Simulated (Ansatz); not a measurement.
# Gap against strain: Ge wire along [110], 12 atoms a period, H-terminated

**Method.** Ansatz 0.2.0, plane waves with PAW datasets, PBE, Fermi-Dirac smearing of 0.05 eV, no spin-orbit coupling. The period is scaled from its relaxed value of 4.136 Å and the atoms relax, within the symmetry of the start, at each strain ε (in %); gaps, in eV, are read on a band path.

| period (Å) | energy (eV a cell) | place of the conduction minimum (Γ = 0, Z = 1) | ε | gap |
| --- | --- | --- | --- | --- |
| 3.970 | +0.206 | 0.00 | −4 | 1.881 |
| 4.053 | +0.049 | 0.00 | −2 | 1.867 |
| 4.136 | 0.000 | 0.00 | 0 | 1.819 |
| 4.301 | +0.171 | 0.00 | 4 | 1.662 |
| 4.384 | +0.368 | 0.00 | 6 | 1.563 |

One run is withheld: period (Å) = 4.218, with ε = 2. Fit a straight line gap = a + b × ε to the 5 rows shown and predict it.

**Fit.** The means are 0.8 for ε and 1.758 for gap. The sum of products of deviations is −2.264 and the sum of squares in ε is 68.8, so b = −2.264 / 68.8 = −0.03291 and a = 1.758 − (−0.03291) × 0.8 = 1.785. The residuals' standard deviation, with 3 degrees of freedom, is σ = 0.034.

**Prediction.** gap = 1.785 + (−0.03291) × 2 = 1.719. The run gave 1.749, so the prediction less the run is −0.03. The standard error of a prediction there, σ√(1 + 1/5 + (2 − 0.8)²/68.8), is 0.037, and the miss is 0.82 times that, for a point between the fitted rows. With so few rows σ is itself uncertain.

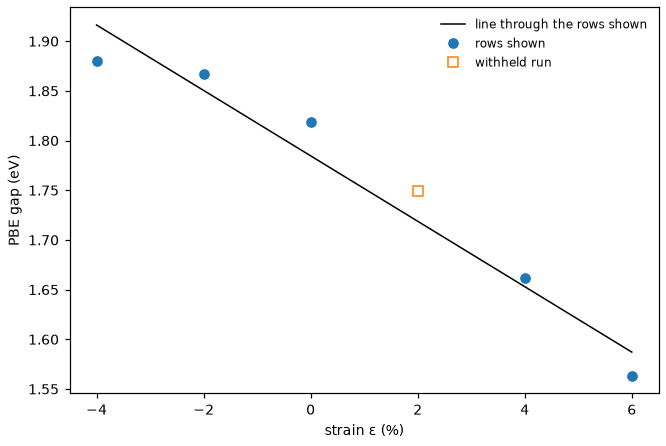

The fitted line, the rows shown and the withheld run.

The gap narrows at every step from compression to tension.

Caveats: Kohn-Sham gaps of a wire among periodic images, which in a check on one flat ribbon (7 Å apart) lowered the gap by 0.2 eV and flattened the slope; the slope b × 100 is a mean deformation potential of the gap, in eV per unit strain. Between neighbouring runs it lies between −4.9 and −0.7 eV, so a bend, a kink or scatter between runs makes one line a rough account. The unstrained row comes from a denser mesh than the others, which shifts its energy a little. Series of this kind are told only where this holds: a gap at every strain (compound wires with polar facets were set aside first). 88 of 101 did.
